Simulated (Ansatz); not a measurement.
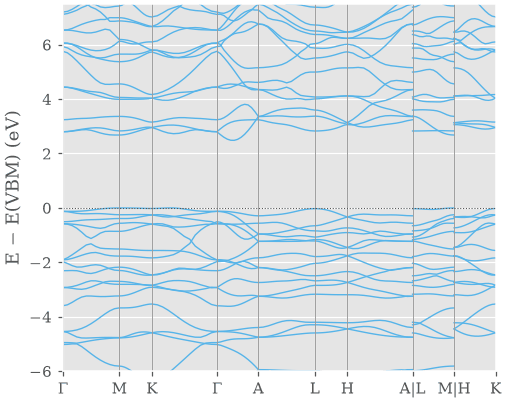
Figure. Band structure from PBE in the plane-wave PAW code Ansatz

Q: Read off the gap and where the band edges lie.

A: About 2.5 eV (2.48 eV by a search for the band edges); maximum on the K–Γ line, 28 % of the way from K, minimum on the Γ–A line, 39 % of the way from Γ.

Q: Pick the material that matches.
A) SiS2, P3_221 (Si on 3a, S on 6c)
B) AlGa3N4, P3m1 (Pearson symbol hP8)
C) Al3GaN4, P3m1 (Pearson symbol hP8)

A: A, SiS2, P3_221 (Si on 3a, S on 6c)

The start of the workflow was typed in or built on a structure type; neither database checked (COD, Materials Project) lists it. COD files the formula under space group No. 72, 122. Its standing as an ambient phase is unchecked. The cell was relaxed with PBE under the symmetry of its start; its stability against distortions is not shown here. The volume moved by -19 % from the start of the relaxation.

Potentials: the earlier of the program's two PAW sets.
